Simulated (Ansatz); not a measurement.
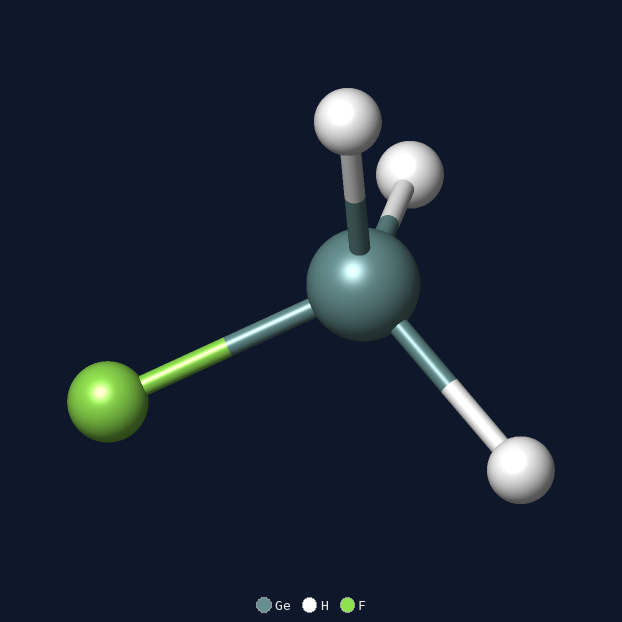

Harmonic vibrations computed with RKS PBE0-D4/def2-TZVP (Ansatz 0.2.0) at a stationary point of the same level.

### How many imaginary frequencies does it have?

A minimum: no imaginary frequency, and the lowest mode lies at 636 cm⁻¹.

### How many vibrational modes are there, and where do they lie?

9 modes: 636, 636, 699, 870, 871, 873, 2179, 2189, 2189 cm⁻¹.
